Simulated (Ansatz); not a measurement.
# Si2H6O + AsH3: a complex and its separated parts, part 1 of 3

Aim: how far the complex at one end of a reaction step lies below its separated, relaxed parts, level by level.

Program: Ansatz 0.2.0, Gaussian basis. Level of theory: PBE0-D4/def2-TZVP structures, single points in def2-TZVPP, no counterpoise correction. These are calculated values, not measurements.

Levels: SPW92, PBE-D4, BLYP-D4, r2SCAN-D4, B97M-V, PBE0-D4, B3LYP-D4, r2SCAN0-D4, BHLYP-D4, CAM-B3LYP-D4, wB97X-V, wB97M-V, B2PLYP, PBE-QIDH, RPA on PBE, Hartree-Fock, MP2, CCSD, CCSD(T).

Cores are frozen in the correlated methods. Filled d shells of the heavier atoms are correlated. B3LYP uses VWN-RPA correlation. B2PLYP carries no dispersion term here.

94 further runs of the same task are left out: 94 set aside as unsound or not needed. Runs told in other sessions of the task aren't counted.

## (1) The starting structure

The complex: 13 atoms, charge 0, spin multiplicity 1.

Atoms are counted from 1 here; the program's logs count them from 0.

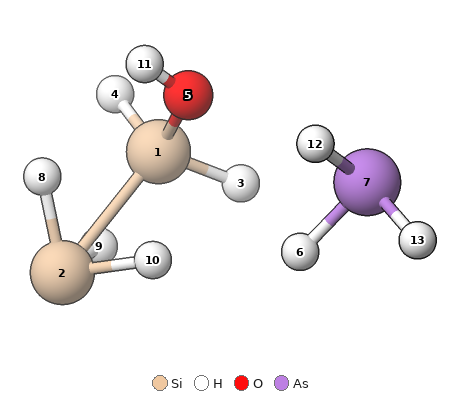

The starting geometry (silicon light orange, hydrogen white, oxygen red, arsenic purple); atoms are numbered from 1 in the order of the file.

Geometry (Å):

```mol
AsH9OSi2
  3D, bonds by distance, orders not assigned

 13 11  0  0  0  0  0  0  0  0999 V2000
   -0.4818   -0.1456    1.3293 Si  0  0
    0.2476   -2.4606    0.9293 Si  0  0
   -1.7379    0.1423    0.6012 H   0  0
   -0.6807    0.0613    2.7884 H   0  0
    0.5711    0.9854    0.7513 O   0  0
   -0.1908    0.1683   -2.1947 H   0  0
   -0.2563    1.6742   -2.3999 As  0  0
    1.0074   -1.4165    1.7751 H   0  0
   -1.0616   -1.9686    1.5993 H   0  0
    0.0356   -1.4124   -0.1739 H   0  0
    1.4399    1.0331    1.1530 H   0  0
    1.2487    1.8181   -2.2452 H   0  0
   -0.1416    1.5209   -3.9132 H   0  0
  1  2  8  0
  1  3  8  0
  1  4  8  0
  1  5  8  0
  2  8  8  0
  2  9  8  0
  2 10  8  0
  5 11  8  0
  6  7  8  0
  7 12  8  0
  7 13  8  0
M  END
```

Its parts: Si2H6O holds atoms 1, 2, 3, 4, 5, 8, 9, 10, 11; AsH3 holds atoms 6, 7, 12, 13. Each part counts its atoms afresh in its own runs.

## (2) Relaxing Si2H6O alone

relax-a/in.yaml reads:

```yaml
crystal:
  periodic: [false, false, false]
  atoms:
    - {symbol: Si, position_ang: [-0.481760, -0.145578, 1.329251]}
    - {symbol: Si, position_ang: [0.247612, -2.460598, 0.929326]}
    - {symbol: H, position_ang: [-1.737869, 0.142264, 0.601208]}
    - {symbol: H, position_ang: [-0.680659, 0.061334, 2.788428]}
    - {symbol: O, position_ang: [0.571082, 0.985354, 0.751290]}
    - {symbol: H, position_ang: [1.007423, -1.416461, 1.775119]}
    - {symbol: H, position_ang: [-1.061607, -1.968600, 1.599328]}
    - {symbol: H, position_ang: [0.035637, -1.412437, -0.173914]}
    - {symbol: H, position_ang: [1.439919, 1.033070, 1.153017]}
basis:
  gaussian: {orbitals: def2-TZVP}
hamiltonian: {xc: pbe0, dispersion: d4}
relax: {f_tol: 0.005, max_steps: 200}
```

Command:

```console
$ ansatz run in.yaml --threads 8 --pin off --events-out ev --progress --plain --max-ram 19148MiB
```

Standard output (excerpt; [...] marks lines left out):

```text
Functional definition: PBE0
  name "PBE0"
  cite "Adamo & Barone, J. Chem. Phys. 110, 6158 (1999) doi:10.1063/1.478522"
  cite "Perdew, Burke & Ernzerhof, Phys. Rev. Lett. 77, 3865 (1996) doi:10.1103/PhysRevLett.77.3865"
  parent pbe
[...]
951 factors; their error is unknown
[...]
mean field -17891.84345407 eV, -657.5131194100 hartree, gradient 5.0e-5 eV, S^2 0.000000; 0 other end points of the search recorded, 0 dependent functions left out
[...]
reference -17891.84348359 eV, -657.5131204948 hartree; 21, 21 occupied and 120, 120 virtual orbitals, 951 factors
[...]
Atom 1 at     0.243746    -2.463650     0.929468 Å, force    -0.001377     0.001989    -0.000785 eV/Å
Atom 2 at    -1.738783     0.140841     0.601682 Å, force     0.000551    -0.000729    -0.000767 eV/Å
Atom 3 at    -0.675066     0.061760     2.784030 Å, force     0.001091    -0.000678    -0.000252 eV/Å
Atom 4 at     0.573928     0.983355     0.744785 Å, force     0.000371     0.000594    -0.001070 eV/Å
Atom 5 at     1.010415    -1.425753     1.775237 Å, force     0.000309    -0.001136    -0.000019 eV/Å
Atom 6 at    -1.062465    -1.967157     1.601137 Å, force     0.000606    -0.000918     0.000572 eV/Å
Atom 7 at     0.033053    -1.412238    -0.171251 Å, force     0.000769    -0.000563     0.001199 eV/Å
Atom 8 at     1.433349     1.045619     1.164068 Å, force     0.000521     0.000245     0.000536 eV/Å
Dipole moment:     0.190611    -0.041457     0.164278 e Å
```

Wall time 4.6 s (8 threads of Arm Neoverse V2, shared host).

Step by step:

| step | energy from step 1 (eV) | largest force component (eV/Å) |
| --- | --- | --- |
| 1 | 0.0000 | 0.0631 |
| 2 | -0.0001 | 0.0339 |
| 3 | -0.0002 | 0.0069 |
| 4 | -0.0002 | 0.0295 |
| 5 | -0.0002 | 0.0106 |
| 6 | -0.0003 | 0.0028 |

Distances of close pairs at the start and the end, largest changes first:

| bond | before (Å) | after (Å) | change (Å) |
| --- | --- | --- | --- |
| Si1–O5 | 1.650 | 1.648 | -0.002 |
| Si1–Si2 | 2.460 | 2.461 | +0.001 |
| Si2–H6 | 1.544 | 1.543 | -0.001 |
| Si1–H4 | 1.487 | 1.488 | +0.001 |
| Si2–H7 | 1.551 | 1.550 | -0.000 |
| Si1–H3 | 1.480 | 1.480 | +0.000 |
| Si2–H8 | 1.536 | 1.537 | +0.000 |
| O5–H9 | 0.958 | 0.958 | -0.000 |

## (3) Relaxing AsH3 alone

relax-b/in.yaml reads:

```yaml
crystal:
  periodic: [false, false, false]
  atoms:
    - {symbol: H, position_ang: [-0.190780, 0.168339, -2.194688]}
    - {symbol: As, position_ang: [-0.256271, 1.674236, -2.399882]}
    - {symbol: H, position_ang: [1.248713, 1.818111, -2.245215]}
    - {symbol: H, position_ang: [-0.141640, 1.520867, -3.913171]}
basis:
  gaussian: {orbitals: def2-TZVP}
hamiltonian: {xc: pbe0, dispersion: d4}
relax: {f_tol: 0.005, max_steps: 200}
```

Command:

```console
$ ansatz run in.yaml --threads 8 --pin off --events-out ev --progress --plain --max-ram 19148MiB
```

Standard output (excerpt; [...] marks lines left out):

```text
[... 5 set-up lines as earlier in the session ...]
[...]
555 factors; their error is unknown
[...]
mean field -60882.34377029 eV, -2237.3848660234 hartree, gradient 5.1e-6 eV, S^2 0.000000; 0 other end points of the search recorded, 0 dependent functions left out
[...]
Total energy: -60882.37107464 eV, -2237.3858694399 hartree
Atom 0 at    -0.189843     0.168181    -2.192993 Å, force    -0.000048    -0.002045     0.000331 eV/Å
Atom 1 at    -0.258031     1.673756    -2.402128 Å, force    -0.003203     0.001748     0.001333 eV/Å
Atom 2 at     1.248672     1.816924    -2.246210 Å, force     0.003117     0.000434     0.000321 eV/Å
Atom 3 at    -0.140776     1.522692    -3.911626 Å, force     0.000134    -0.000138    -0.001984 eV/Å
Dipole moment:     0.047390    -0.042363    -0.032038 e Å
```

Wall time 0.8 s (8 threads of Arm Neoverse V2, shared host).

Step by step:

| step | energy from step 1 (eV) | largest force component (eV/Å) |
| --- | --- | --- |
| 1 | 0.0000 | 0.0762 |
| 2 | -0.0002 | 0.0109 |
| 3 | -0.0002 | 0.0032 |

Close pairs (by a distance rule), those that changed most:

| bond | before (Å) | after (Å) | change (Å) |
| --- | --- | --- | --- |
| As2–H4 | 1.525 | 1.522 | -0.004 |
| As2–H3 | 1.520 | 1.521 | +0.002 |
| H1–As2 | 1.521 | 1.522 | +0.000 |

## (4) SPW92/def2-TZVPP

parta/in.yaml reads:

```yaml
crystal:
  periodic: [false, false, false]
  atoms:
    - {symbol: Si, position_ang: [-0.478399, -0.144429, 1.323897]}
    - {symbol: Si, position_ang: [0.243746, -2.463650, 0.929468]}
    - {symbol: H, position_ang: [-1.738783, 0.140841, 0.601682]}
    - {symbol: H, position_ang: [-0.675066, 0.061760, 2.784030]}
    - {symbol: O, position_ang: [0.573928, 0.983355, 0.744785]}
    - {symbol: H, position_ang: [1.010415, -1.425753, 1.775237]}
    - {symbol: H, position_ang: [-1.062465, -1.967157, 1.601137]}
    - {symbol: H, position_ang: [0.033053, -1.412238, -0.171251]}
    - {symbol: H, position_ang: [1.433349, 1.045619, 1.164068]}
basis:
  gaussian: {orbitals: def2-TZVPP}
hamiltonian: {xc: lda}
```

partb/in.yaml reads:

```yaml
crystal:
  periodic: [false, false, false]
  atoms:
    - {symbol: H, position_ang: [-0.189843, 0.168181, -2.192993]}
    - {symbol: As, position_ang: [-0.258031, 1.673756, -2.402128]}
    - {symbol: H, position_ang: [1.248672, 1.816924, -2.246210]}
    - {symbol: H, position_ang: [-0.140776, 1.522692, -3.911626]}
basis:
  gaussian: {orbitals: def2-TZVPP}
hamiltonian: {xc: lda}
```

Each run has its own folder and the same command.

Command:

```console
$ ansatz run in.yaml --threads 8 --pin off --events-out ev --progress --plain --max-ram 19148MiB
```

Log of parta (excerpt; [...] marks lines left out):

```text
Functional definition: SPW92
  name "SPW92"
  cite "Dirac, Proc. Camb. Phil. Soc. 26, 376 (1930) doi:10.1017/S0305004100016108"
  cite "Slater, Phys. Rev. 81, 385 (1951) doi:10.1103/PhysRev.81.385"
  cite "Perdew & Wang, Phys. Rev. B 45, 13244 (1992) doi:10.1103/PhysRevB.45.13244"
[...]
1081 factors; their error is unknown
[...]
mean field -17821.92115383 eV, -654.9435222713 hartree, gradient 9.8e-6 eV, S^2 0.000000; 0 other end points of the search recorded, 0 dependent functions left out
reference -17821.92119064 eV, -654.9435236240 hartree; 21, 21 occupied and 178, 178 virtual orbitals, 1081 factors
Total energy: -17821.92119064 eV, -654.9435236240 hartree
```

partb printed (excerpt; [...] marks lines left out):

```text
[... 5 set-up lines as earlier in the session ...]
[...]
550 factors; their error is unknown
[...]
mean field -60799.40249821 eV, -2234.3368304941 hartree, gradient 2.8e-5 eV, S^2 0.000000; 0 other end points of the search recorded, 0 dependent functions left out
reference -60799.40252578 eV, -2234.3368315073 hartree; 18, 18 occupied and 72, 72 virtual orbitals, 550 factors
Total energy: -60799.40252578 eV, -2234.3368315073 hartree
```

Times: 0.45 s (parta), 0.15 s (partb) on 8 threads of Arm Neoverse V2, shared host.

## (5) PBE-D4/def2-TZVPP

Each input of step 4 (parta, partb) changes in the same lines:

```diff
-hamiltonian: {xc: lda}
+hamiltonian: {xc: pbe, dispersion: d4}
```

Each run has its own folder and the same command.

Command:

```console
$ ansatz run in.yaml --threads 8 --pin off --events-out ev --progress --plain --max-ram 19148MiB
```

Output in parta (excerpt; [...] marks lines left out):

```text
Functional definition: PBE
  name "PBE"
[... 2 set-up lines as earlier in the session ...]
[...]
1081 factors; their error is unknown
[...]
mean field -17890.33729217 eV, -657.4577689809 hartree, gradient 7.2e-5 eV, S^2 0.000000; 0 other end points of the search recorded, 0 dependent functions left out
reference -17890.33733130 eV, -657.4577704191 hartree; 21, 21 occupied and 178, 178 virtual orbitals, 1081 factors
Total energy: -17890.51075808 eV, -657.4641437358 hartree
```

Output in partb (excerpt; [...] marks lines left out):

```text
[... 4 set-up lines as earlier in the session ...]
[...]
550 factors; their error is unknown
[...]
mean field -60880.50680910 eV, -2237.3173589447 hartree, gradient 2.8e-5 eV, S^2 0.000000; 0 other end points of the search recorded, 0 dependent functions left out
reference -60880.50683844 eV, -2237.3173600231 hartree; 18, 18 occupied and 72, 72 virtual orbitals, 550 factors
Total energy: -60880.54005991 eV, -2237.3185808895 hartree
```

They took 0.7 s (parta), 0.2 s (partb) on 8 threads of Arm Neoverse V2, shared host.

## (6) BLYP-D4/def2-TZVPP

The same edit goes into each in.yaml of step 5 (parta, partb):

```diff
-hamiltonian: {xc: pbe, dispersion: d4}
+hamiltonian: {xc: {name: BLYP}, dispersion: d4}
```

Each run has its own folder and the same command.

Command:

```console
$ ansatz run in.yaml --threads 8 --pin off --events-out ev --progress --plain --max-ram 19148MiB
```

Output in parta (excerpt; [...] marks lines left out):

```text
Functional definition: BLYP
  name "BLYP"
  cite "Becke, Phys. Rev. A 38, 3098 (1988) doi:10.1103/PhysRevA.38.3098"
  cite "Lee, Yang & Parr, Phys. Rev. B 37, 785 (1988) doi:10.1103/PhysRevB.37.785"
[...]
1081 factors; their error is unknown
[...]
mean field -17900.03782270 eV, -657.8142569030 hartree, gradient 1.8e-5 eV, S^2 0.000000; 0 other end points of the search recorded, 0 dependent functions left out
reference -17900.03815408 eV, -657.8142690808 hartree; 21, 21 occupied and 178, 178 virtual orbitals, 1081 factors
Total energy: -17900.42316130 eV, -657.8284178351 hartree
```

Output in partb (excerpt; [...] marks lines left out):

```text
[... 4 set-up lines as earlier in the session ...]
[...]
550 factors; their error is unknown
[...]
mean field -60891.01588668 eV, -2237.7035604224 hartree, gradient 2.1e-5 eV, S^2 0.000000; 0 other end points of the search recorded, 0 dependent functions left out
reference -60891.01615266 eV, -2237.7035701971 hartree; 18, 18 occupied and 72, 72 virtual orbitals, 550 factors
Total energy: -60891.09381200 eV, -2237.7064241252 hartree
```

Wall times: 0.7 s (parta), 0.2 s (partb) on 8 threads of Arm Neoverse V2, shared host.

## (7) r2SCAN-D4/def2-TZVPP

The same edit goes into each in.yaml of step 6 (parta, partb):

```diff
-hamiltonian: {xc: {name: BLYP}, dispersion: d4}
+hamiltonian: {xc: r2scan, dispersion: d4}
```

One command serves all of them, each in its own folder.

Command:

```console
$ ansatz run in.yaml --threads 8 --pin off --events-out ev --progress --plain --max-ram 19148MiB
```

Output in parta (excerpt; [...] marks lines left out):

```text
Functional definition: r2SCAN
  name "r2SCAN"
  cite "Furness, Kaplan, Ning, Perdew & Sun, J. Phys. Chem. Lett. 11, 8208 (2020) doi:10.1021/acs.jpclett.0c02405"
  cite "Furness, Kaplan, Ning, Perdew & Sun, J. Phys. Chem. Lett. 11, 9248 (2020) doi:10.1021/acs.jpclett.0c03077"
  parent r2scan
[...]
1081 factors; their error is unknown
[...]
mean field -17898.39368579 eV, -657.7538359857 hartree, gradient 5.9e-5 eV, S^2 0.000000; 0 other end points of the search recorded, 0 dependent functions left out
reference -17898.39369756 eV, -657.7538364183 hartree; 21, 21 occupied and 178, 178 virtual orbitals, 1081 factors
Total energy: -17898.43365611 eV, -657.7553048678 hartree
```

Output in partb (excerpt; [...] marks lines left out):

```text
[... 5 set-up lines as earlier in the session ...]
[...]
550 factors; their error is unknown
[...]
mean field -60889.55771054 eV, -2237.6499734376 hartree, gradient 2.0e-5 eV, S^2 0.000000; 0 other end points of the search recorded, 0 dependent functions left out
reference -60889.55771835 eV, -2237.6499737247 hartree; 18, 18 occupied and 72, 72 virtual orbitals, 550 factors
Total energy: -60889.56496342 eV, -2237.6502399762 hartree
```

They took 1.4 s (parta), 0.5 s (partb) on 8 threads of Arm Neoverse V2, shared host.

## (8) B97M-V/def2-TZVPP

The same edit goes into each in.yaml of step 7 (parta, partb):

```diff
-hamiltonian: {xc: r2scan, dispersion: d4}
+hamiltonian: {xc: {name: B97M-V}}
```

One command serves all of them, each in its own folder.

Command:

```console
$ ansatz run in.yaml --threads 8 --pin off --events-out ev --progress --plain --max-ram 19148MiB
```

parta printed (excerpt; [...] marks lines left out):

```text
Functional definition: B97M-V
  name "B97M-V"
  cite "Mardirossian & Head-Gordon, J. Chem. Phys. 142, 074111 (2015) doi:10.1063/1.4907719"
  cite "Becke, J. Chem. Phys. 107, 8554 (1997) doi:10.1063/1.475007"
  cite "Vydrov & Van Voorhis, J. Chem. Phys. 133, 244103 (2010) doi:10.1063/1.3521275"
  # Of w^i u^j: cxij and so on, Table III.
[...]
  gx(w, u) = cx00 + cx01*u + cx02*u^2 + (cx10 + cx11*u)*w
[...]
  gos(w, u) = cos00 + cos01*u + cos03*u^3 + cos10*w + cos32*w^3*u^2
[...]
      + integral(e_c_pw_mod_opposite_spin*gos(b97_w_opposite, b97_u_opposite)) + vv10(b, c)
1081 factors; their error is unknown
[...]
mean field -17896.36119556 eV, -657.6791433476 hartree, gradient 3.5e-5 eV, S^2 0.000000; 0 other end points of the search recorded, 0 dependent functions left out
reference -17896.36125453 eV, -657.6791455147 hartree; 21, 21 occupied and 178, 178 virtual orbitals, 1081 factors
Total energy: -17896.36125453 eV, -657.6791455147 hartree
```

Output in partb (excerpt; [...] marks lines left out):

```text
[... 5 set-up lines as earlier in the session ...]
  # Of w^i u^j: cxij and so on, Table III.
[...]
  gx(w, u) = cx00 + cx01*u + cx02*u^2 + (cx10 + cx11*u)*w
[...]
  gos(w, u) = cos00 + cos01*u + cos03*u^3 + cos10*w + cos32*w^3*u^2
[...]
      + integral(e_c_pw_mod_opposite_spin*gos(b97_w_opposite, b97_u_opposite)) + vv10(b, c)
550 factors; their error is unknown
[...]
mean field -60878.67492698 eV, -2237.2500385185 hartree, gradient 3.0e-5 eV, S^2 0.000000; 0 other end points of the search recorded, 0 dependent functions left out
reference -60878.67496635 eV, -2237.2500399653 hartree; 18, 18 occupied and 72, 72 virtual orbitals, 550 factors
Total energy: -60878.67496635 eV, -2237.2500399653 hartree
```

They took 2.4 s (parta), 0.65 s (partb) on 8 threads of Arm Neoverse V2, shared host.

(Continued in part 2 of 3.)
